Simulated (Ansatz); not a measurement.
# Li2Re, from a guessed structure to a relaxed one

Starting from a made-up structure for Li2Re, the aim is the relaxed cell, its shortest contacts and, where a second run follows, its electronic structure.

Program: Ansatz 0.2.0. Level of theory: DFT, PBE, plane-wave PAW, files of the set soft_1, scalar-relativistic, no spin, cell and ions relaxed at zero pressure; PAW set soft_1, in the first sound run; inputs show where later runs differ. Results are calculated unless marked as measured.

### Step 1. Starting point

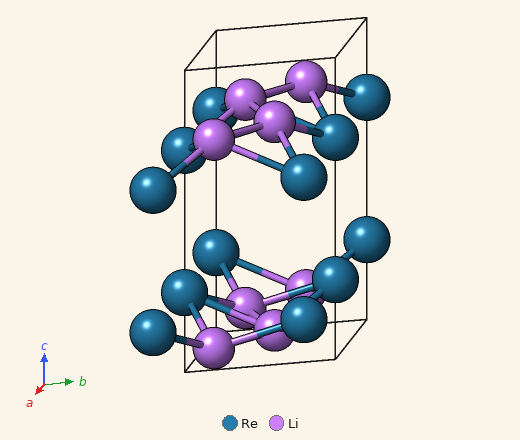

The starting structure, seen slightly off an axis (rhenium blue, lithium purple). 2×1×1 cells are drawn. Some periodic images of atoms are drawn too.

### Step 2. Relaxation of the guess

The guessed cell has no reason to be at equilibrium. It is relaxed with the atoms, within the space group of the guess.

Input file input.yaml:

```yaml
crystal:
  lattice:
    - [4.131, 0.0, 0.0]
    - [-2.0655, 3.577550943, 0.0]
    - [0.0, 0.0, 8.106]
  atoms:
    - { symbol: Re, position: [0.0, 0.0, 0.7358] }
    - { symbol: Re, position: [0.0, 0.0, 0.2642] }
    - { symbol: Li, position: [0.666666667, 0.333333333, 0.8454] }
    - { symbol: Li, position: [0.333333333, 0.666666667, 0.8454] }
    - { symbol: Li, position: [0.333333333, 0.666666667, 0.1546] }
    - { symbol: Li, position: [0.666666667, 0.333333333, 0.1546] }
kpoints:
  mp_grid: { grid: [8, 8, 4] }
scf:
  occupations: { method: fermi_dirac, width: 0.05 }
hamiltonian:
  xc: pbe
  pseudopotentials: { kind: paw, azcp: { folder: soft_1 } }
relax:
  f_tol: 0.015
  max_steps: 70
  cell: {}
output:
  forces: true
  stress: true
```

The run is started by

```bash
$ ansatz run input.yaml --threads 4 --pin off --max-ram 10240MiB --backend cpu --events-out ev --progress --plain --runs-dir out
```

Numbers of over 12 decimals in the logs are rounded to 6 here.

The program printed:

```text
Engine: ansatz 0.2.0, aarch64-unknown-linux-gnu
Pseudopotentials: kind: paw
Pseudopotential: Re, paw, valence charge 15, recommended cutoff 420 eV (normal), soft_1/Re.paw.azcp
Pseudopotential: Li, paw, valence charge 3, recommended cutoff 420 eV (normal), soft_1/Li.paw.azcp
Functional definition: PBE
  parameter kappa = 0.804
  parameter beta = 0.066725
  exchange = pbe_x(kappa = kappa, mu = beta*pi^2/3)
  correlation = pbe_c(beta = beta)
Crystal: 6 atoms, lattice volume = 119.797 Å³
Basis set: ecut = 420 eV, 2307 PW (Γ), exchange–correlation on 60×60×120 points (8 copies of the dense FFT grid, shifted against one another)
Bands: 27, of which v1, the nominal top of the filled ones, is band 21 counted from 1 (20 counted from 0)
Symmetry: 24 space group operations
Space group: P6/mmm (ITA 191), of the structure as read, at distance tolerance 4.9e-5 Å
k-points: 30 of 256
Non-local potential: Re, projectors of the file, l = 0: 3, l = 1: 2, l = 2: 2, l = 3: 1
Non-local potential: Li, projectors of the file, l = 0: 3, l = 1: 2, l = 2: 1
PAW form: soft (Blöchl's): semilocal exchange-correlation on the pseudo side does not see the compensation charge
PAW one-centre angular grid: Re, 590 points (default); XC on 64 Gauss nodes
PAW one-centre angular grid: Li, 110 points (default); XC on 96 Gauss nodes
Initial density: superposition of atomic densities (chi_scale 0.1, normalization cell, long waves kept (reshape's long-wave potential 0.23 eV rms))
Initial wavefunctions: pseudopotential atomic-orbital guess
Functional: x = pbe(κ = 0.804, μ = 0.219515), c = pbe(β = 0.066725)
SCF iter   1: F=—  HF=-22551.495805 eV  |F-HF|=—  |Δ(HF+E_count)|=         —  Δρ=8.52e-2  dr2=4.42e1  ethr=3.10e-3  ⟨swp⟩=6.4  Hψ=3438  notcnv=0
preconditioner: auto → Kerker (q_TF=auto, 2.291 Å⁻¹)  [metal: Δε(μ)=0.005 eV  Ē_g=2.963 eV  σ=0.050 eV  W_gap=0.02  n_scr=22 (ndim 8)  ℏωp=14.4 eV  f_vac=0.004  D(μ)=9.60/eV (n_scr^D=110)]
SCF iter   2: F=—  HF=-22546.623579 eV  |F-HF|=—  |Δ(HF+E_count)|=    4.87e0  Δρ=3.94e-2  dr2=1.43e1  ethr=3.10e-3  ⟨swp⟩=3.0  Hψ=1596  notcnv=0
SCF iter   3: F=—  HF=-22544.639589 eV  |F-HF|=—  |Δ(HF+E_count)|=    1.98e0  Δρ=1.50e-2  dr2=9.70e-1  ethr=3.10e-3  ⟨swp⟩=3.1  Hψ=1491  notcnv=0
SCF iter   4: F=—  HF=-22544.490962 eV  |F-HF|=—  |Δ(HF+E_count)|=   1.49e-1  Δρ=6.42e-3  dr2=1.94e-1  ethr=2.31e-3  ⟨swp⟩=2.1  Hψ=1076  notcnv=0
SCF iter   5: F=—  HF=-22544.468141 eV  |F-HF|=—  |Δ(HF+E_count)|=   2.28e-2  Δρ=4.37e-3  dr2=3.14e-2  ethr=4.63e-4  ⟨swp⟩=2.0  Hψ=1074  notcnv=0
SCF iter   6: F=—  HF=-22544.469548 eV  |F-HF|=—  |Δ(HF+E_count)|=   1.41e-3  Δρ=1.59e-3  dr2=4.19e-3  ethr=7.48e-5  ⟨swp⟩=1.6  Hψ=920  notcnv=0
SCF iter   7: F=—  HF=-22544.472601 eV  |F-HF|=—  |Δ(HF+E_count)|=   3.05e-3  Δρ=3.62e-4  dr2=1.71e-4  ethr=9.98e-6  ⟨swp⟩=2.0  Hψ=1114  notcnv=0
SCF iter   8: F=—  HF=-22544.473020 eV  |F-HF|=—  |Δ(HF+E_count)|=   4.20e-4  Δρ=6.33e-5  dr2=4.30e-6  ethr=4.08e-7  ⟨swp⟩=2.0  Hψ=1101  notcnv=0
SCF iter   9: F=—  HF=-22544.473030 eV  |F-HF|=—  |Δ(HF+E_count)|=   9.71e-6  Δρ=1.50e-5  dr2=2.37e-7  ethr=1.02e-8  ⟨swp⟩=2.1  Hψ=1114  notcnv=0
SCF iter  10: F=-22544.473030 eV  HF=-22544.473030 eV  |F-HF|=1.01e-8  |Δ(HF+E_count)|=   4.51e-7  Δρ=2.99e-6  dr2=1.67e-8  ethr=2.38e-10  ⟨swp⟩=4.8  Hψ=2593  notcnv=0
SCF 1 converged in 10 iterations: F = -22544.473030 eV  dr2 = 1.67e-8
  greatest PAW one-centre occupation: 1.000 electrons in one spin orbital (limit 2), on the Li atom at site 5 (counted from 0), in its partial waves of l = 0
relax step   1: F+E_penalty+E_count = -22544.47303045 eV  Δ(F+E_penalty+E_count) = +0.000e0 eV  max|allowed force component| = 1.508e0 eV/Å  Δτ_max = 0.0000 Å  P = -0.364 GPa  Ω = 119.797 Å³  (10 SCF iters, dr2 threshold 1.00e-7 eV, accepted)
Crystal: 6 atoms, lattice volume = 116.658 Å³
Basis set: ecut = 420 eV, 2223 PW (Γ), exchange–correlation on 60×60×120 points (8 copies of the dense FFT grid, shifted against one another)
Initial density: handed on by an earlier stage of this run
Initial wavefunctions: those handed on with the density
iter 1 solved again at ethr=4.56e-4 eV; its pass at ethr=3.10e-3 eV (dr2=1.92e-1 eV) is discarded
SCF iter   1: F=—  HF=-22545.526769 eV  |F-HF|=—  |Δ(HF+E_count)|=         —  Δρ=1.49e-2  dr2=1.96e-1  ethr=4.56e-4  ⟨swp⟩=1.0  Hψ=4151  notcnv=0
preconditioner: auto → Kerker (q_TF=auto, 2.301 Å⁻¹)  [metal: Δε(μ)=0.004 eV  Ē_g=2.533 eV  σ=0.050 eV  W_gap=0.02  n_scr=22 (ndim 8)  ℏωp=14.6 eV  f_vac=0.002  D(μ)=8.26/eV (n_scr^D=86)]
SCF iter   2: F=—  HF=-22545.485552 eV  |F-HF|=—  |Δ(HF+E_count)|=   4.12e-2  Δρ=5.34e-3  dr2=2.72e-2  ethr=4.56e-4  ⟨swp⟩=2.0  Hψ=896  notcnv=0
SCF iter   3: F=—  HF=-22545.483469 eV  |F-HF|=—  |Δ(HF+E_count)|=   2.08e-3  Δρ=1.47e-3  dr2=1.89e-3  ethr=6.49e-5  ⟨swp⟩=2.0  Hψ=1084  notcnv=0
SCF iter   4: F=—  HF=-22545.484042 eV  |F-HF|=—  |Δ(HF+E_count)|=   5.73e-4  Δρ=3.13e-4  dr2=1.98e-4  ethr=4.51e-6  ⟨swp⟩=2.1  Hψ=1029  notcnv=0
SCF iter   5: F=—  HF=-22545.484054 eV  |F-HF|=—  |Δ(HF+E_count)|=   1.16e-5  Δρ=1.13e-4  dr2=3.02e-5  ethr=4.70e-7  ⟨swp⟩=1.9  Hψ=1056  notcnv=0
SCF iter   6: F=—  HF=-22545.484056 eV  |F-HF|=—  |Δ(HF+E_count)|=   2.33e-6  Δρ=3.31e-5  dr2=5.10e-6  ethr=7.20e-8  ⟨swp⟩=2.1  Hψ=969  notcnv=0
SCF iter   7: F=-22545.484057 eV  HF=-22545.484057 eV  |F-HF|=1.98e-9  |Δ(HF+E_count)|=   1.36e-6  Δρ=1.08e-5  dr2=1.63e-7  ethr=1.43e-9  ⟨swp⟩=3.0  Hψ=2823  notcnv=0
SCF 2 converged in 7 iterations: F = -22545.484057 eV  dr2 = 1.63e-7
relax step   2: F+E_penalty+E_count = -22545.48405736 eV  Δ(F+E_penalty+E_count) = -1.011e0 eV  max|allowed force component| = 2.659e0 eV/Å  Δτ_max = 0.1948 Å  P = -3.817 GPa  Ω = 116.658 Å³  energy of the carried Pulay correction = +2.508e-4 eV  (7 SCF iters, dr2 threshold 6.00e-7 eV, accepted)
Crystal: 6 atoms, lattice volume = 112.800 Å³
Basis set: ecut = 420 eV, 2185 PW (Γ), exchange–correlation on 60×60×120 points (8 copies of the dense FFT grid, shifted against one another)
iter 1 solved again at ethr=3.94e-4 eV; its pass at ethr=3.10e-3 eV (dr2=1.65e-1 eV) is discarded
SCF iter   1: F=—  HF=-22546.990888 eV  |F-HF|=—  |Δ(HF+E_count)|=         —  Δρ=1.17e-2  dr2=1.68e-1  ethr=3.94e-4  ⟨swp⟩=1.0  Hψ=4124  notcnv=0
preconditioner: auto → Kerker (q_TF=auto, 2.314 Å⁻¹)  [metal: Δε(μ)=0.015 eV  Ē_g=2.726 eV  σ=0.050 eV  W_gap=0.07  n_scr=22 (ndim 8)  ℏωp=14.8 eV  f_vac=0.000  D(μ)=6.56/eV (n_scr^D=66)]
SCF iter   2: F=—  HF=-22546.966964 eV  |F-HF|=—  |Δ(HF+E_count)|=   2.39e-2  Δρ=5.89e-3  dr2=5.86e-2  ethr=3.94e-4  ⟨swp⟩=1.9  Hψ=878  notcnv=0
[...]
relax step  16: F+E_penalty+E_count = -22552.86021199 eV  Δ(F+E_penalty+E_count) = -1.287e-1 eV  max|allowed force component| = 3.916e-2 eV/Å  Δτ_max = 0.0533 Å  P = +0.252 GPa  Ω = 93.535 Å³  energy of the carried Pulay correction = +2.326e-3 eV  (9 SCF iters, accepted)
relax step  17: F+E_penalty+E_count = -22552.86893949 eV  Δ(F+E_penalty+E_count) = -8.728e-3 eV  max|allowed force component| = 6.210e-3 eV/Å  Δτ_max = 0.0028 Å  P = +0.239 GPa  Ω = 94.278 Å³  energy of the carried Pulay correction = +2.252e-3 eV  (6 SCF iters, dr2 threshold 6.00e-7 eV, accepted)
relax step  18: F+E_penalty+E_count = -22552.86911134 eV  Δ(F+E_penalty+E_count) = -1.719e-4 eV  max|allowed force component| = 1.957e-3 eV/Å  Δτ_max = 0.0005 Å  P = -0.048 GPa  Ω = 94.629 Å³  energy of the carried Pulay correction = +2.217e-3 eV  (6 SCF iters, dr2 threshold 2.55e-7 eV, accepted)
relax step  19: F+E_penalty+E_count = -22552.86912512 eV  Δ(F+E_penalty+E_count) = -1.378e-5 eV  max|allowed force component| = 2.477e-4 eV/Å  Δτ_max = 0.0001 Å  P = -0.000 GPa  Ω = 94.577 Å³  energy of the carried Pulay correction = +2.222e-3 eV  (6 SCF iters, dr2 threshold 1.82e-8 eV, accepted)
relax step  20: F+E_penalty+E_count = -22552.88452750 eV  Δ(F+E_penalty+E_count) = -1.540e-2 eV  max|allowed force component| = 2.450e-4 eV/Å  Δτ_max = 0.0000 Å  P = +0.306 GPa  Ω = 94.577 Å³  stress off target by 4.78e-1 GPa  SCF on the basis re-selected at this cell (its energy is not comparable with the rows above)  (6 SCF iters)
relax step  21: F+E_penalty+E_count = -22552.88543343 eV  Δ(F+E_penalty+E_count) = -9.059e-4 eV  max|allowed force component| = 2.641e-4 eV/Å  Δτ_max = 0.0000 Å  P = +0.042 GPa  Ω = 95.111 Å³  energy of the carried Pulay correction = -7.845e-5 eV  (6 SCF iters, dr2 threshold 5.71e-7 eV, accepted)
relax step  22: F+E_penalty+E_count = -22552.88544245 eV  Δ(F+E_penalty+E_count) = -9.018e-6 eV  max|allowed force component| = 4.120e-5 eV/Å  Δτ_max = 0.0000 Å  P = +0.001 GPa  Ω = 95.199 Å³  energy of the carried Pulay correction = -9.126e-5 eV  (6 SCF iters, dr2 threshold 1.19e-8 eV, accepted)
Basis set: ecut = 420 eV, 1841 PW (Γ), exchange–correlation on 72×72×72 points (8 copies of the dense FFT grid, shifted against one another)
iter 1 solved again at ethr=2.12e-7 eV; its pass at ethr=3.10e-3 eV (dr2=8.89e-5 eV) is discarded
SCF iter   1: F=—  HF=-22552.885511 eV  |F-HF|=—  |Δ(HF+E_count)|=         —  Δρ=1.25e-5  dr2=1.50e-8  ethr=2.12e-7  ⟨swp⟩=3.0  Hψ=4952  notcnv=0
eigensolver tolerance schedule: the retry pair's looser diagonalisation over-reported the residual by 5922.66 of it (diagonalisation noise at 0.68 of the residual, at the tolerance the schedule requests for it); recorded, not acted on — ethr = c·dr2/N_el stays at c = 1.0e-1
preconditioner: auto → Kerker (q_TF=auto, 2.380 Å⁻¹)  [metal: Δε(μ)=0.008 eV  Ē_g=4.161 eV  σ=0.050 eV  W_gap=0.04  n_scr=20 (ndim 8)  ℏωp=16.1 eV  f_vac=0.000  D(μ)=5.50/eV (n_scr^D=58)]
SCF iter   2: F=—  HF=-22552.885522 eV  |F-HF|=—  |Δ(HF+E_count)|=   1.12e-5  Δρ=6.45e-6  dr2=3.92e-9  ethr=3.57e-11  ⟨swp⟩=2.1  Hψ=1481  notcnv=0
SCF iter   3: F=—  HF=-22552.885523 eV  |F-HF|=—  |Δ(HF+E_count)|=   1.31e-7  Δρ=6.71e-7  dr2=1.25e-10  ethr=9.33e-12  ⟨swp⟩=2.0  Hψ=1432  notcnv=0
iter 4 did not close the SCF: its close was put off for the readings that it lacked (scf_convergence_deferred on its scf_iter line)
SCF iter   4: F=-22552.885523 eV  HF=-22552.885523 eV  |F-HF|=2.18e-11  |Δ(HF+E_count)|=   1.03e-9  Δρ=2.11e-7  dr2=4.10e-11  ethr=1.00e-12  ⟨swp⟩=1.0  Hψ=810  notcnv=0
iter 5 did not close the SCF: its close was put off for the readings that it lacked (scf_convergence_deferred on its scf_iter line)
SCF iter   5: F=-22552.885523 eV  HF=-22552.885523 eV  |F-HF|=1.46e-11  |Δ(HF+E_count)|=    0.00e0  Δρ=2.38e-8  dr2=1.25e-12  ethr=1.00e-12  ⟨swp⟩=1.0  Hψ=810  notcnv=0
iter 6 did not close the SCF: its close was put off for the readings that it lacked (scf_convergence_deferred on its scf_iter line)
SCF iter   6: F=-22552.885523 eV  HF=-22552.885523 eV  |F-HF|=3.64e-12  |Δ(HF+E_count)|=  3.64e-12  Δρ=5.03e-9  dr2=3.21e-14  ethr=1.00e-12  ⟨swp⟩=1.0  Hψ=810  notcnv=0
iter 7 did not close the SCF: its close was put off for the readings that it lacked (scf_convergence_deferred on its scf_iter line)
SCF iter   7: F=-22552.885523 eV  HF=-22552.885523 eV  |F-HF|=3.64e-12  |Δ(HF+E_count)|=    0.00e0  Δρ=8.80e-10  dr2=1.34e-15  ethr=1.00e-12  ⟨swp⟩=1.0  Hψ=810  notcnv=0
SCF iter   8: F=-22552.885523 eV  HF=-22552.885523 eV  |F-HF|=1.46e-11  |Δ(HF+E_count)|=  3.64e-12  Δρ=5.32e-10  dr2=3.61e-16  ethr=1.00e-12  ⟨swp⟩=1.0  Hψ=1740  notcnv=0
SCF 23 converged in 8 iterations: F = -22552.885523 eV  dr2 = 3.61e-16
relax step  23: F+E_penalty+E_count = -22552.88552261 eV  Δ(F+E_penalty+E_count) = -8.016e-5 eV  max|allowed force component| = 4.097e-5 eV/Å  Δτ_max = 0.0000 Å  P = +0.001 GPa  Ω = 95.199 Å³  stress off target by 2.42e-3 GPa  SCF on the basis re-selected at this cell (its energy is not comparable with the rows above)  (8 SCF iters)
basis re-selected at this cell: Δ(F+E_penalty+E_count) = -8.016e-5 eV, ΔP = +0.000 GPa vs the last step (what re-selecting the basis moved, of the pressure what is left beyond the Pulay correction that the steps carried, after the strain that the cell walked since its last selection, with what the two solves' SCF thresholds leave and, on support functions, any second-order correction that the steps lacked; it is no measure of the basis error at this ecutwfc). The dense FFT grid was sized anew with the basis: this SCF ran on 36×36×36 points, the steps before it on 32×32×36, so part of this shift can come from that change (see relax.cell in the input reference). [rest of the remark cut]
SCF converged after 8 iterations
Free energy (F): -22552.885523 eV
Harris-Foulkes:  -22552.885523 eV  (|F-HF|=1.46e-11)
Internal energy: -22552.839597 eV  (E = F + TS)
E sigma→0 (E₀):  -22552.862560 eV
Entropy (-TS):   -0.045925 eV (-7.654 meV/atom)
Fermi energy:    7.966828 eV
--- Per-component energies (eV) ---
  E_band       = -874.378202
  E_kinetic    = 1105.565048
  E_local      = -3855.497975  (includes V_loc(G=0)·N_el)
  E_nonlocal   = 89.975184
  E_hartree    = 1389.290753
  E_xc         = -742.378148
  E_vxc        = -617.836981  (∫ρ·V_xc dr)
  E_paw        = -17507.499857  (= ΣΔE_a)
  E_vpaw       = -375.166098  (= ΣTr[D̂ρ^β])
  E_aug_tail   = 0.001115  (compensation charges beyond the density's cutoff)
  E_ewald      = -3032.295718
  E_smearing   = -0.045925  (= −TS)
  E_closure    = 0.000000  (closes the sum)
  Σ components = -22552.885523   (vs F -22552.885523, Δ=0.00e0)
--- Forces (eV/Å), atoms counted from 1 ---
  atom   1  Re     0.00000000     0.00000000     0.00000406
  atom   2  Re     0.00000000     0.00000000    -0.00000406
  atom   3  Li     0.00000000     0.00000000     0.00004097
  atom   4  Li    -0.00000000    -0.00000000     0.00004097
  atom   5  Li    -0.00000000    -0.00000000    -0.00004097
  atom   6  Li     0.00000000     0.00000000    -0.00004097
  max |Σ_I F_I| component: 2.89e-18 eV/Å
--- Stress (GPa, compression-positive) ---
        0.002423      -0.000000       0.000000
       -0.000000       0.002423       0.000000
        0.000000       0.000000      -0.002392
  P = ⅓ Tr σ = 0.0008 GPa (0.008 kbar)
--- Relaxed structure (21 steps of the walk, 20 accepted, 2 SCFs on fresh bases) ---
  F+E_penalty+E_count = -22552.88552261 eV   max|allowed force component| = 4.097e-5 eV/Å   (the final SCF, on the basis selected at the relaxed cell)
  cell:  # Å, volume = 95.1989 Å³
    - [4.791426, 0, 0.0]
    - [-2.395713, 4.149496, 0.0]
    - [0.0, 0.0, 4.788193]
  atoms:
    - { symbol: Re, position: [0, 0, 0.750000] }
    - { symbol: Re, position: [0, 0, 0.250000] }
    - { symbol: Li, position: [0.666667, 0.333333, 0.749999] }
    - { symbol: Li, position: [0.333333, 0.666667, 0.749999] }
    - { symbol: Li, position: [0.333333, 0.666667, 0.250001] }
    - { symbol: Li, position: [0.666667, 0.333333, 0.250001] }
```

Wall time 33 s (4 threads of Arm Neoverse V1, shared host); peak memory 0.49 GiB; 2 min of CPU time.

Step by step (22 of 23):

```
step  energy less that of the first step (eV)  largest force component (eV/Å)  pressure (GPa)  volume (Å³)
   1                                   0.0000                          1.5081           -0.36       119.80
   2                                  -1.0110                          2.6588           -3.82       116.66
   3                                  -2.4873                          3.7374           -6.24       112.80
   4                                  -4.1916                          3.1636           -4.98       108.65
   5                                  -4.3674                          5.4797            7.51       105.24
   6                                  -4.6873                          2.0587            1.96       103.36
   7                                  -5.0025                          1.0420            0.99       110.51
   8                                  -5.3782                          1.2187            1.39       117.61
   9                                  -5.8654                          1.2302            0.02       119.59
  10                                  -6.3676                          1.8163           -0.65       118.62
  11                                  -6.8398                          2.9073           -0.93       115.76
  13                                  -7.9822                          2.6700           -0.46        99.86
  14                                  -8.2585                          1.0731            4.33        91.90
  15                                  -7.9659                          0.5035           -7.04       104.64
  16                                  -8.3872                          0.0392            0.25        93.54
  17                                  -8.3959                          0.0062            0.24        94.28
  18                                  -8.3961                          0.0020           -0.05        94.63
  19                                  -8.3961                          0.0002            0.00        94.58
 20*                                  -8.4115                          0.0002            0.31        94.58
  21                                  -8.4124                          0.0003            0.04        95.11
  22                                  -8.4124                          0.0000            0.00        95.20
 23*                                  -8.4125                          0.0000            0.00        95.20
```

Relaxation steps marked * repeat the geometry before them on a plane-wave basis chosen anew for their cell, so energy and pressure can jump there. Other such steps can lie between the rows shown. Relaxation step 15 was tried and not accepted.

The run keeps the 24 symmetry operations that it works with, so distortions that break them were not tested.

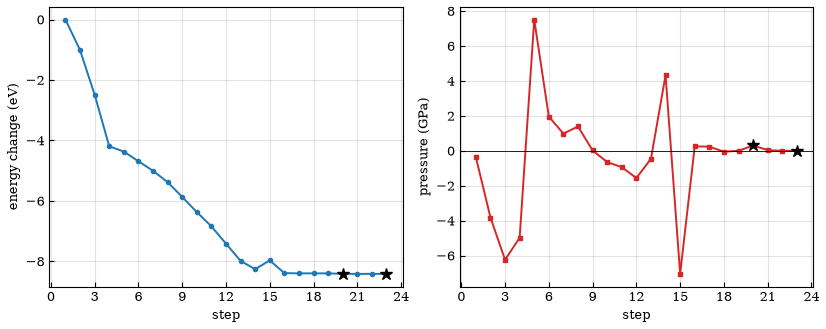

Energy and pressure along the relaxation. Stars mark steps on a basis chosen anew.

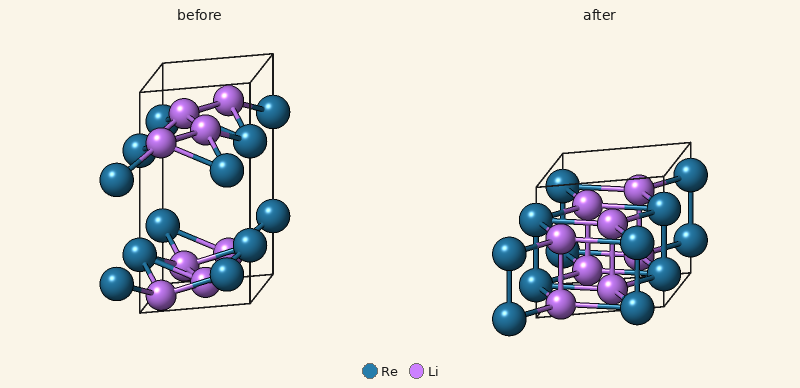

The structure before and after the relaxation, drawn at the same scale.

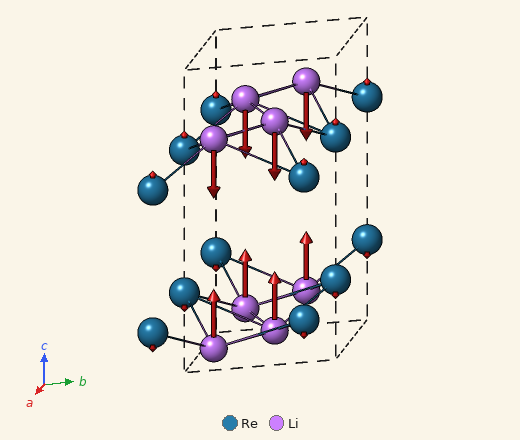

Displacements in the relaxation, exaggerated, measured against the changing cell; the longest in the cell stands for 0.46 Å. 2×1×1 cells are drawn. Some periodic images of atoms are drawn too.

```
     cell as run  before  after   change
           a (Å)   4.131  4.791  +16.0 %
           b (Å)   4.131  4.791  +16.0 %
           c (Å)   8.106  4.788  -40.9 %
volume (Å³/atom)   19.97  15.87  -20.5 %
```

The atoms that moved most (Å, as changes of fractional coordinates times the final cell):

```
atom     dx     dy      dz  length
 Li6  0.000  0.000   0.457   0.457
 Li5  0.000  0.000   0.457   0.457
 Li4  0.000  0.000  -0.457   0.457
 Li3  0.000  0.000  -0.457   0.457
 Re2  0.000  0.000  -0.068   0.068
 Re1  0.000  0.000   0.068   0.068
```

Numbers from this step:

* free energy: -22552.8855 eV
* energy at zero smearing: -22552.8626 eV
* smearing term TS: 0.04593 eV
* Fermi energy: 7.967 eV
* electrons: 42
* symmetry operations: 24
* pressure: 8.18e-4 GPa

The shortest distance of each pair, which need not be the same contact before and after:

```
 pair  guess (Å)  relaxed (Å)
Li–Li      2.385        2.394
Re–Re      3.823        2.394
Li–Re      2.545        2.766
```

The relaxation ends with a largest force component of 4.1e-5 eV/Å and a pressure of 0.00 GPa.

[end of part 1 of 2]

[Logs are printed without paths, hosts, clocks, repeated set-up lines and the standing remarks that a program may print on its own settings, such as how far it seeks lower states.]

[Hosts, paths, dates, database ids (printed as entryN), source tags and the programs' standing remarks are cut or masked in the printed files.]
